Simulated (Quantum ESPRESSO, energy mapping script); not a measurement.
## MnS: energy mapping under PBE+U (6 eV), QE, GBRV

Wanted: the magnetic order of MnS, its couplings and an estimate of its ordering temperature, by PBE+U (6 eV), QE, GBRV.

Method: PBE with U = 6 eV on Mn d, ortho-atomic projectors; plane waves, U on orthogonalised atomic orbitals unless named otherwise, collinear spin, no spin–orbit coupling, in Quantum ESPRESSO 7.5.

Experimental background.

“Single-Crystal and Powder Neutron Diffraction Study of FeXMn1-XS Solid Solutions” (2011, arxiv:1108.4537) reports for MnS, rock salt, by neutron diffraction (x = 0): ordering temperature (Neel temperature) 150 K.

The database entry behind the starting cell differs from later determinations by our own check (an axis about 0.2 % short against later determinations), so it need not match the best structure at ambient conditions.

### 1. The structure

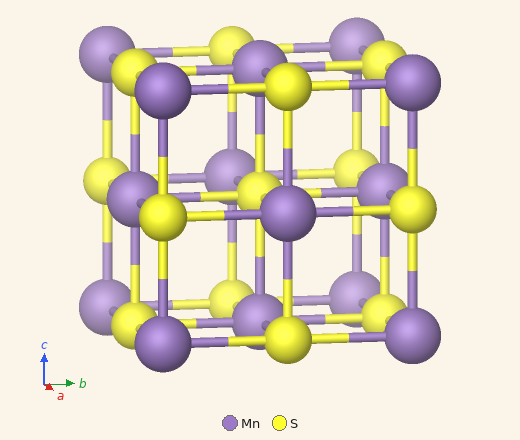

The starting structure, seen slightly off an axis (manganese light purple, sulfur yellow). This picture shows the conventional cell, with its axes. Some periodic images of atoms are drawn too.

Structure file:

```cif
data_structure
_symmetry_space_group_name_H-M 'P 1'
_symmetry_Int_Tables_number 1
_cell_length_a 3.6833
_cell_length_b 3.6833
_cell_length_c 3.6833
_cell_angle_alpha 60.000
_cell_angle_beta 60.000
_cell_angle_gamma 60.000
_cell_volume 35.33
loop_
_atom_site_label
_atom_site_type_symbol
_atom_site_fract_x
_atom_site_fract_y
_atom_site_fract_z
_atom_site_occupancy
Mn1 Mn 0.00000 0.00000 0.00000 1
S2 S 0.50000 0.50000 0.50000 1
```

A Hubbard U penalises fractional filling of the shell. It raises the cost of virtual hops to the neighbours, so couplings that rest on such hops usually weaken. These runs use Quantum ESPRESSO.

### 2. Parallel start in cell A (4 atoms)

The parallel order is the zero of energy for this cell and mesh.

The potential files are GBRV's for PBE; pw.x takes the functional from them.

Contents of pw.in:

```
&control
  calculation = 'scf'
  prefix = 'pw'
  outdir = './tmp/'
  pseudo_dir = './pseudo/'
  verbosity = 'low'
/
&system
  ibrav = 0
  nat = 4
  ntyp = 2
  ecutwfc = 45
  ecutrho = 360
  nbnd = 38
  occupations = 'smearing'
  smearing = 'fd'
  degauss = 0.00367493
  nspin = 2
  starting_magnetization(1) = 0.3000
/
&electrons
  conv_thr = 1.0e-08
  electron_maxstep = 120
  mixing_beta = 0.3
  mixing_mode = 'plain'
/
ATOMIC_SPECIES
  Mn 54.9380 Mn.upf
  S 32.0600 S.upf
CELL_PARAMETERS angstrom
  0.00000000 -2.60450000 -2.60450000
  -2.60450000 0.00000000 -2.60450000
  2.60450000 2.60450000 -5.20900000
ATOMIC_POSITIONS crystal
  Mn 0.50000000 0.50000000 0.50000000
  Mn 0.00000000 0.00000000 0.00000000
  S 0.75000000 0.75000000 0.75000000
  S 0.25000000 0.25000000 0.25000000
K_POINTS automatic
  7 7 7 0 0 0
HUBBARD {ortho-atomic}
U Mn-3d 6
```

Command:

```sh
$ OMP_NUM_THREADS=1 mpirun -n 8 pw.x -nk 8 -in pw.in > pw.out
```

Output:

```text
Program PWSCF v.7.5 starts
[...]
unit-cell volume          =     476.9026 (a.u.)^3
     number of atoms/cell      =            4
[...]
number of electrons       =        42.00
     number of Kohn-Sham states=           38
     kinetic-energy cutoff     =      45.0000  Ry
     charge density cutoff     =     360.0000  Ry
     scf convergence threshold =      1.0E-08
[...]
Exchange-correlation=  SLA  PW   PBX  PBC
[...]
Hubbard projectors: ortho-atomic
     Hubbard parameters of DFT+U (Dudarev formulation) in eV:
[...]
atomic species   magnetization
[...]
12 Sym. Ops., with inversion, found
[...]
number of k points=    44  Fermi-Dirac smearing, width (Ry)=  0.0037
[...]
Number of occupied Hubbard levels =   10.0000
     Atomic wfc used for Hubbard projectors are orthogonalized
[...]
iteration #  1     ecut=    45.00 Ry     beta= 0.30
[...]
Number of occupied Hubbard levels =   10.0167
     total energy              =    -470.45975622 Ry
     estimated scf accuracy    <       0.91420783 Ry
     total magnetization       =    10.00 Bohr mag/cell
     absolute magnetization    =    10.00 Bohr mag/cell
     iteration #  2     ecut=    45.00 Ry     beta= 0.30
[...]
total energy              =    -470.59602198 Ry
     estimated scf accuracy    <       0.05895483 Ry
     total magnetization       =    10.00 Bohr mag/cell
     absolute magnetization    =    10.00 Bohr mag/cell
     iteration #  3     ecut=    45.00 Ry     beta= 0.30
[...]
total energy              =    -470.61464068 Ry
     estimated scf accuracy    <       0.01805254 Ry
     total magnetization       =    10.00 Bohr mag/cell
     absolute magnetization    =    10.00 Bohr mag/cell
     iteration #  4     ecut=    45.00 Ry     beta= 0.30
[...]
total energy              =    -470.61582651 Ry
     estimated scf accuracy    <       0.00097009 Ry
     total magnetization       =    10.00 Bohr mag/cell
     absolute magnetization    =    10.00 Bohr mag/cell
     iteration #  5     ecut=    45.00 Ry     beta= 0.30
[...]
total energy              =    -470.61614857 Ry
     estimated scf accuracy    <       0.00009512 Ry
     total magnetization       =    10.00 Bohr mag/cell
     absolute magnetization    =    10.00 Bohr mag/cell
     iteration #  6     ecut=    45.00 Ry     beta= 0.30
[...]
total energy              =    -470.61614747 Ry
     estimated scf accuracy    <       0.00003235 Ry
     total magnetization       =    10.00 Bohr mag/cell
     absolute magnetization    =    10.00 Bohr mag/cell
     iteration #  7     ecut=    45.00 Ry     beta= 0.30
[...]
total energy              =    -470.61616057 Ry
     estimated scf accuracy    <       0.00003484 Ry
     total magnetization       =    10.00 Bohr mag/cell
     absolute magnetization    =    10.00 Bohr mag/cell
     iteration #  8     ecut=    45.00 Ry     beta= 0.30
[...]
total energy              =    -470.61616558 Ry
     estimated scf accuracy    <       0.00000082 Ry
     total magnetization       =    10.00 Bohr mag/cell
     absolute magnetization    =    10.00 Bohr mag/cell
     iteration #  9     ecut=    45.00 Ry     beta= 0.30
[...]
total energy              =    -470.61616606 Ry
     estimated scf accuracy    <       0.00000023 Ry
     total magnetization       =    10.00 Bohr mag/cell
     absolute magnetization    =    10.00 Bohr mag/cell
     iteration # 10     ecut=    45.00 Ry     beta= 0.30
[...]
total energy              =    -470.61616612 Ry
     estimated scf accuracy    <       0.00000001 Ry
     total magnetization       =    10.00 Bohr mag/cell
     absolute magnetization    =    10.00 Bohr mag/cell
     iteration # 11     ecut=    45.00 Ry     beta= 0.30
[...]
Magnetic moment per site  (integrated on atomic sphere of radius R)
     atom   1 (R=0.292)  charge= 13.1247  magn=  4.5562
     atom   2 (R=0.292)  charge= 13.1251  magn=  4.5564
     atom   3 (R=0.292)  charge=  4.7378  magn=  0.0752
     atom   4 (R=0.292)  charge=  4.7378  magn=  0.0752
     End of self-consistent calculation
     =================== HUBBARD OCCUPATIONS ===================
     ------------------------ ATOM    1 ------------------------
     Tr[ns(  1)] (up, down, total) =   4.97761  0.21261  5.19022
     Atomic magnetic moment for atom   1 =   4.76500
     SPIN  1
     eigenvalues:
       0.993  0.993  0.997  0.997  0.997
     eigenvectors (columns):
       0.452 -0.892 -0.000 -0.000  0.000
      -0.000 -0.000 -0.577  0.395 -0.714
       0.000 -0.000 -0.577  0.421  0.700
      -0.892 -0.452  0.000  0.000  0.000
      -0.000  0.000 -0.577 -0.816  0.015
     occupation matrix ns (before diag.):
       0.993 -0.000 -0.000  0.000  0.000
      -0.000  0.997 -0.000 -0.000 -0.000
      -0.000 -0.000  0.997  0.000 -0.000
[...]
------ SPIN UP ------------
          k = 0.0000 0.0000-0.0000 (  2437 PWs)   bands (ev):
   -72.3497 -72.3494 -41.0788 -41.0723 -41.0723 -41.0714 -41.0713 -41.0713
    -4.0216  -2.5944   2.3211   2.8914   2.8914   3.4522   3.4522   3.4522
     3.5608   3.5608   3.9186   3.9186   5.3047   8.7265   8.7265   8.7266
     9.9940   9.9940  12.0407  13.1285  15.6135  15.6135  18.7912  18.7912
    18.7913  18.8050  20.8802  21.9064  22.2646  22.2646
          k = 0.0505 0.0505-0.0505 (  2454 PWs)   bands (ev):
   -72.3497 -72.3494 -41.0785 -41.0723 -41.0723 -41.0718 -41.0714 -41.0714
    -3.9678  -2.6929   2.4381   2.9194   2.9194   3.4338   3.4591   3.4591
     3.5377   3.5377   3.8956   3.8956   5.3700   8.3410   8.7877   8.7877
     9.9239   9.9239  12.4293  13.2338  15.7761  15.7761  18.2906  18.6381
    18.7863  18.7863  20.8444  20.8444  21.3559  22.0942
          k = 0.1010 0.1010-0.1010 (  2451 PWs)   bands (ev):
   -72.3496 -72.3494 -41.0775 -41.0728 -41.0722 -41.0722 -41.0715 -41.0715
    -3.8110  -2.9443   2.7197   2.9996   2.9996   3.3713   3.3960   3.3960
[...]
18.5321  18.5321  20.1651  20.1651  21.5522  21.6009
          k = 0.1515 0.1515-0.1515 (  2442 PWs)   bands (ev):
[...]
17.7776  17.7776  20.3087  20.3087  20.8791  20.8791
          k =-0.1515 0.0505-0.0505 (  2434 PWs)   bands (ev):
[...]
18.6379  18.8434  19.1718  21.3422  22.1070  22.2308
          k =-0.1010 0.1010-0.1010 (  2439 PWs)   bands (ev):
[...]
18.5321  18.7412  20.1652  20.1652  21.5517  21.7654
          k =-0.0505 0.1515-0.1515 (  2447 PWs)   bands (ev):
[...]
18.1496  18.3048  19.3277  20.9546  21.1960  22.0766
          k =-0.0000 0.2020-0.2020 (  2444 PWs)   bands (ev):
[...]
17.6247  17.7262  19.2919  20.4803  21.6750  22.5143
          k =-0.3030-0.1010 0.1010 (  2457 PWs)   bands (ev):
[...]
16.9982  18.3003  19.6924  19.7146  22.0562  22.5064
          k =-0.2525-0.0505 0.0505 (  2437 PWs)   bands (ev):
[...]
17.5591  18.6707  19.0502  20.3955  21.9779  22.9281
          k =-0.2020-0.0000 0.0000 (  2443 PWs)   bands (ev):
[...]
k =-0.3030 0.1010-0.1010 (  2441 PWs)   bands (ev):
[...]
k =-0.2525 0.1515-0.1515 (  2427 PWs)   bands (ev):
[...]
k =-0.2020 0.2020-0.2020 (  2427 PWs)   bands (ev):
[...]
k =-0.1515 0.2525-0.2525 (  2442 PWs)   bands (ev):
[...]
k =-0.4546-0.0505 0.0505 (  2441 PWs)   bands (ev):
[...]
k =-0.4041 0.0000-0.0000 (  2428 PWs)   bands (ev):
[...]
k =-0.3536 0.0505-0.0505 (  2438 PWs)   bands (ev):
[... cut ...]
[...]
k =-0.4546-0.0505 0.0505 (  2441 PWs)   bands (ev):
[...]
k =-0.6061-0.0000 0.0000 (  2416 PWs)   bands (ev):
[...]
k =-0.2525-0.0505-0.1515 (  2442 PWs)   bands (ev):
[...]
k =-0.2020-0.0000-0.2020 (  2427 PWs)   bands (ev):
[...]
k =-0.1010 0.1010-0.3030 (  2453 PWs)   bands (ev):
[...]
k =-0.4041-0.2020 0.0000 (  2443 PWs)   bands (ev):
[...]
k =-0.4041 0.0000-0.2020 (  2425 PWs)   bands (ev):
[...]
k =-0.3536 0.0505-0.2525 (  2429 PWs)   bands (ev):
[...]
k =-0.3030 0.1010-0.3030 (  2421 PWs)   bands (ev):
[...]
k =-0.2525 0.1515-0.3536 (  2420 PWs)   bands (ev):
[...]
k =-0.5556-0.1515-0.0505 (  2435 PWs)   bands (ev):
[...]
k =-0.5051-0.1010-0.1010 (  2440 PWs)   bands (ev):
[...]
k =-0.4546-0.0505-0.1515 (  2443 PWs)   bands (ev):
[...]
k = 0.5051-0.3030 0.1010 (  2430 PWs)   bands (ev):
[...]
k = 0.6061-0.2020 0.0000 (  2413 PWs)   bands (ev):
[...]
k = 0.6566-0.1515-0.0505 (  2420 PWs)   bands (ev):
[...]
k = 0.3536-0.4546 0.2525 (  2410 PWs)   bands (ev):
[...]
20.3233  21.9642  22.8485  23.0992  23.3664  23.7711
          k = 0.5556-0.4546 0.0505 (  2425 PWs)   bands (ev):
[...]
19.4071  19.6336  22.1685  22.6051  23.3549  24.2775
          k = 0.6061-0.4041 0.0000 (  2422 PWs)   bands (ev):
[...]
19.0325  19.0373  21.6918  23.1816  23.8154  23.8530
          k = 0.6566-0.3536-0.0505 (  2426 PWs)   bands (ev):
[...]
14.5771  15.0227  15.5795  16.6385  17.5471  18.1206  18.1482  18.3143
    18.4766  18.8251  21.4904  23.4290  23.6551  24.6662
          k = 0.4546-0.5556 0.1515 (  2415 PWs)   bands (ev):
   -67.1107 -67.1106 -35.9542 -35.9540 -35.9509 -35.9501 -35.9484 -35.9483
    -2.2636  -2.2109   4.9314   5.0478   6.1327   6.4304   7.3753   7.4352
    12.9020  13.0900  13.8462  13.8891  14.1343  14.1946  14.4265  14.4526
    14.5420  14.5892  15.2668  15.5141  17.2174  17.6224  18.7587  19.0435
    19.4513  19.5833  22.6231  22.9649  23.0233  24.0865
     the Fermi energy is    10.6342 ev
!    total energy              =    -470.61616615 Ry
     estimated scf accuracy    <          1.6E-10 Ry
     smearing contrib. (-TS)   =      -0.00000002 Ry
     internal energy E=F+TS    =    -470.61616614 Ry
     The total energy is F=E-TS. E is the sum of the following terms:
     one-electron contribution =    -264.73853868 Ry
     hartree contribution      =     147.57244668 Ry
     xc contribution           =     -70.56086916 Ry
     ewald contribution        =    -282.98656422 Ry
     Hubbard energy            =       0.09735924 Ry
     total magnetization       =    10.00 Bohr mag/cell
     absolute magnetization    =    10.00 Bohr mag/cell
     convergence has been achieved in  11 iterations
=------------------------------------------------------------------------------=
   JOB DONE.
=------------------------------------------------------------------------------=
```

Run time: 39 s. Hardware: 8 MPI ranks of Intel Xeon Platinum 8375C at 2.90GHz (Ice Lake), shared host; peak memory 1.1 GiB.

Spin moment in the sphere by atom:

```
atom  spin moment in the sphere (μB)
 Mn1                            4.56
 Mn2                            4.56
  S3                            0.08
  S4                            0.08
```

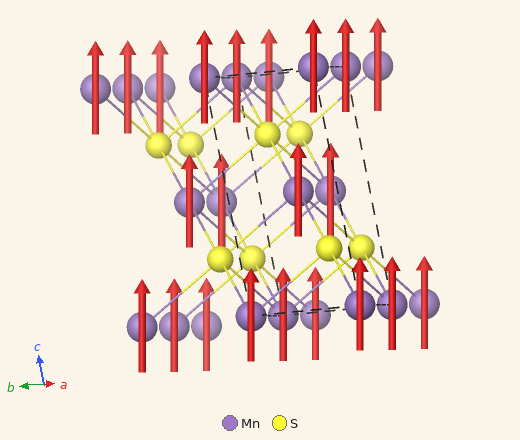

Spin moment in the sphere as arrows, the longest 4.56 μB. Up and down stand for the sign. Arrows give size and sign along the axis of quantisation, drawn up and down the page. Bonds to atoms that aren't drawn are left out. 2×2×1 cells are drawn. Some periodic images of atoms are drawn too.

The run ends ferromagnetic.

### 3. Compensated +− start in cell A (4 atoms)

This order reverses 6 of the 12 neighbours at 3.68 Å, 6 of the 6 neighbours at 5.21 Å and 12 of the 24 neighbours at 6.38 Å, counted for an average magnetic atom.

Edit pw.in of step 2 so:

```diff
@@ -10,6 +10,6 @@
   nat = 4
-  ntyp = 2
+  ntyp = 3
   ecutwfc = 45
   ecutrho = 360
-  nbnd = 38
+  nbnd = 33
   occupations = 'smearing'
@@ -19,2 +19,3 @@
   starting_magnetization(1) = 0.3000
+  starting_magnetization(2) = -0.3000
 /
@@ -27,3 +28,4 @@
 ATOMIC_SPECIES
-  Mn 54.9380 Mn.upf
+  Mn1 54.9380 Mn.upf
+  Mn2 54.9380 Mn.upf
   S 32.0600 S.upf
@@ -34,4 +36,4 @@
 ATOMIC_POSITIONS crystal
-  Mn 0.50000000 0.50000000 0.50000000
-  Mn 0.00000000 0.00000000 0.00000000
+  Mn1 0.50000000 0.50000000 0.50000000
+  Mn2 0.00000000 0.00000000 0.00000000
   S 0.75000000 0.75000000 0.75000000
@@ -41,2 +43,3 @@
 HUBBARD {ortho-atomic}
-U Mn-3d 6
+U Mn1-3d 6
+U Mn2-3d 6
```

Output:

```text
[banner, memory and clock lines left out]
Program PWSCF v.7.5 starts
[...]
unit-cell volume          =     476.9026 (a.u.)^3
     number of atoms/cell      =            4
[...]
number of electrons       =        42.00
     number of Kohn-Sham states=           33
     kinetic-energy cutoff     =      45.0000  Ry
     charge density cutoff     =     360.0000  Ry
     scf convergence threshold =      1.0E-08
[...]
Exchange-correlation=  SLA  PW   PBX  PBC
[...]
Hubbard projectors: ortho-atomic
     Hubbard parameters of DFT+U (Dudarev formulation) in eV:
[...]
atomic species   magnetization
[...]
12 Sym. Ops., with inversion, found
[...]
number of k points=    44  Fermi-Dirac smearing, width (Ry)=  0.0037
[...]
Number of occupied Hubbard levels =   10.0000
     Atomic wfc used for Hubbard projectors are orthogonalized
[...]
iteration #  1     ecut=    45.00 Ry     beta= 0.30
[...]
Number of occupied Hubbard levels =   10.0355
     total energy              =    -470.45575113 Ry
     estimated scf accuracy    <       0.92754581 Ry
     total magnetization       =     0.00 Bohr mag/cell
     absolute magnetization    =     9.53 Bohr mag/cell
     iteration #  2     ecut=    45.00 Ry     beta= 0.30
[...]
total energy              =    -470.59678646 Ry
     estimated scf accuracy    <       0.05972645 Ry
     total magnetization       =    -0.00 Bohr mag/cell
     absolute magnetization    =     9.63 Bohr mag/cell
     iteration #  3     ecut=    45.00 Ry     beta= 0.30
[...]
total energy              =    -470.61802249 Ry
     estimated scf accuracy    <       0.01896542 Ry
     total magnetization       =     0.00 Bohr mag/cell
     absolute magnetization    =     9.62 Bohr mag/cell
[...]
total energy              =    -470.62014941 Ry
[...]
iteration # 12     ecut=    45.00 Ry     beta= 0.30
[...]
total energy              =    -470.62014941 Ry
     estimated scf accuracy    <       0.00000002 Ry
     total magnetization       =    -0.00 Bohr mag/cell
     absolute magnetization    =     9.64 Bohr mag/cell
     iteration # 13     ecut=    45.00 Ry     beta= 0.30
[...]
Magnetic moment per site  (integrated on atomic sphere of radius R)
     atom   1 (R=0.292)  charge= 13.1298  magn=  4.4988
     atom   2 (R=0.292)  charge= 13.1302  magn= -4.4990
     atom   3 (R=0.292)  charge=  4.7347  magn= -0.0000
[...]
19.4842
          k = 0.0505 0.0505-0.0505 (  2454 PWs)   bands (ev):
[...]
19.4507
          k = 0.1010 0.1010-0.1010 (  2451 PWs)   bands (ev):
[...]
19.1865
          k = 0.1515 0.1515-0.1515 (  2442 PWs)   bands (ev):
[...]
k =-0.1515 0.0505-0.0505 (  2434 PWs)   bands (ev):
[...]
k =-0.1010 0.1010-0.1010 (  2439 PWs)   bands (ev):
[...]
k =-0.0505 0.1515-0.1515 (  2447 PWs)   bands (ev):
[...]
k =-0.3030-0.1010 0.1010 (  2457 PWs)   bands (ev):
[...]
k =-0.2525-0.0505 0.0505 (  2437 PWs)   bands (ev):
[...]
k =-0.2020-0.0000 0.0000 (  2443 PWs)   bands (ev):
[...]
[... cut ...]
[...]
k =-0.6061-0.0000 0.0000 (  2416 PWs)   bands (ev):
[...]
k =-0.2525-0.0505-0.1515 (  2442 PWs)   bands (ev):
[...]
k =-0.2020-0.0000-0.2020 (  2427 PWs)   bands (ev):
[...]
k =-0.4041-0.2020 0.0000 (  2443 PWs)   bands (ev):
[...]
k =-0.3030 0.1010-0.3030 (  2421 PWs)   bands (ev):
[...]
k =-0.2525 0.1515-0.3536 (  2420 PWs)   bands (ev):
[...]
k =-0.5556-0.1515-0.0505 (  2435 PWs)   bands (ev):
[...]
k =-0.5051-0.1010-0.1010 (  2440 PWs)   bands (ev):
[...]
k =-0.4546-0.0505-0.1515 (  2443 PWs)   bands (ev):
[...]
k = 0.5051-0.3030 0.1010 (  2430 PWs)   bands (ev):
[...]
k = 0.6061-0.2020 0.0000 (  2413 PWs)   bands (ev):
[...]
k = 0.6566-0.1515-0.0505 (  2420 PWs)   bands (ev):
[...]
k = 0.3536-0.4546 0.2525 (  2410 PWs)   bands (ev):
[...]
k = 0.5556-0.4546 0.0505 (  2425 PWs)   bands (ev):
[...]
k = 0.6061-0.4041 0.0000 (  2422 PWs)   bands (ev):
[...]
k = 0.6566-0.3536-0.0505 (  2426 PWs)   bands (ev):
[...]
18.0155
          k = 0.4546-0.5556 0.1515 (  2415 PWs)   bands (ev):
[...]
5.3924   6.3959   6.7528   8.0672   8.3141  12.8119  13.4373  13.9174
    14.0213  14.4147  14.6921  14.9411  16.6837  17.1290  18.2613  18.6814
    18.8709
     the Fermi energy is    10.7619 ev
!    total energy              =    -470.62014942 Ry
     estimated scf accuracy    <          1.6E-10 Ry
     smearing contrib. (-TS)   =      -0.00000000 Ry
     internal energy E=F+TS    =    -470.62014942 Ry
     The total energy is F=E-TS. E is the sum of the following terms:
     one-electron contribution =    -264.84357897 Ry
     hartree contribution      =     147.65076233 Ry
     xc contribution           =     -70.54828660 Ry
     ewald contribution        =    -282.98656422 Ry
     Hubbard energy            =       0.10751803 Ry
     total magnetization       =     0.00 Bohr mag/cell
     absolute magnetization    =     9.64 Bohr mag/cell
     convergence has been achieved in  13 iterations
```

Run time: 42 s. Hardware: 8 MPI ranks; peak memory 1.1 GiB.

Spin moment in the sphere by atom:

```
atom  spin moment in the sphere (μB)
 Mn1                            4.50
 Mn2                           -4.50
  S3                            0.00
  S4                            0.00
```

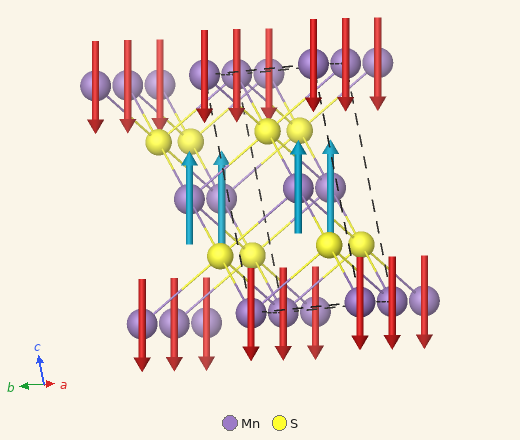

Spin moment in the sphere as arrows, the longest 4.50 μB. Up and down stand for the sign. Arrows give size and sign along the axis of quantisation, drawn up and down the page. The two directions have two colours. Bonds to atoms that aren't drawn are left out. 2×2×1 cells are drawn. Some periodic images of atoms are drawn too.

The run ends antiferromagnetic, 27.10 meV a magnetic atom below the parallel order of its cell.

(Continued in part 2 of 3.)

[Logs and program files are shortened in this print: banners, set-up blocks, solver, clock and traceback lines can be left out without a mark of their own.]

[Logs are printed without paths, hosts, clocks, repeated set-up lines and the standing remarks that a program may print on its own settings, such as how far it seeks lower states.]

[Hosts, paths, dates, database ids (printed as entryN), source tags and the programs' standing remarks are cut or masked in the printed files.]

[Where a cell is said to come from a database of computed structures, the database is the Materials Project.]
